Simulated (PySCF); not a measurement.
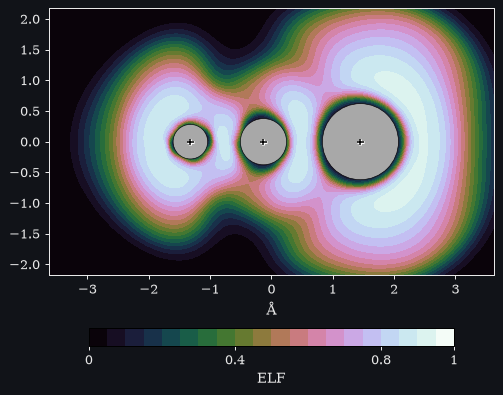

The electron localisation function on a plane through atoms (crosses mark nuclei in the plane; grey discs cover the cores).

The calculation used PySCF 2.14.0, CAM-B3LYP/def2-SVPD, SCF density, gas phase.

Candidates:
A. COP (SMILES [O-]C#P) (charge −1)
B. C5H15AlBN
C. C5H6F2OSi

**Which candidate gave the map?**

Candidate A: COP on a plane that holds the molecular axis, which holds O, C and P. C–O (1.19 Å): the ELF peaks at about 0.90 between the atoms; a multiple bond. C–P (1.58 Å): the ELF peaks at about 0.85 between the atoms; localised, covalent bonding.
